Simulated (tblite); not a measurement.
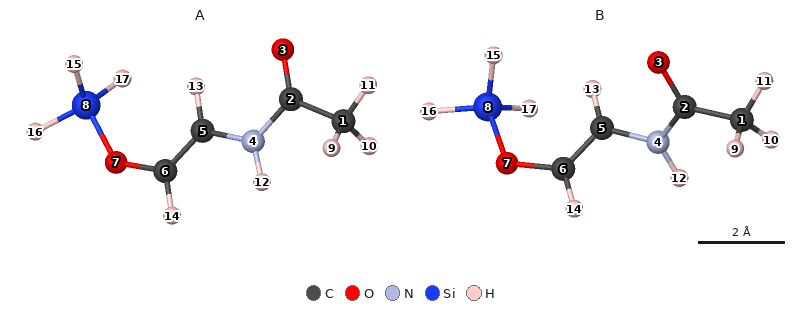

Two geometries of C$_{4}$H$_{9}$NO$_{2}$Si, drawn at one scale. One is the start of a relaxation, the other its converged end. Style: ball-and-stick. Shown at a tilt.

These are results of GFN2-xTB geometry optimisation, gas phase (tblite), not measurements. 

Which of the two is the end point?

Answer. Structure A is the relaxed one. The energy falls by 28.6 kcal/mol in 108 geometry steps. The largest move after the best rigid fit is that of H12, 1.16 Å. By element the largest moves are H 1.16 Å, O 1.14 Å, N 0.47 Å, C 0.32 Å, Si 0.06 Å. Among the contacts that change: O7–Si8 1.743 → 1.631 Å, C2–O3 1.293 → 1.209 Å, C2–N4 1.441 → 1.367 Å, N4–C5 1.445 → 1.390 Å. Bond angles that change, for instance: O7–Si8–H16 112.4° → 98.3°, C6–O7–Si8 120.1° → 132.4°, N4–C5–C6 113.9° → 123.7°. Groups turn about N4–C5 by about 60°, C1–C2 by about 35°. The run took 1.2 s on 1 thread of Arm Neoverse N1 (shared host).
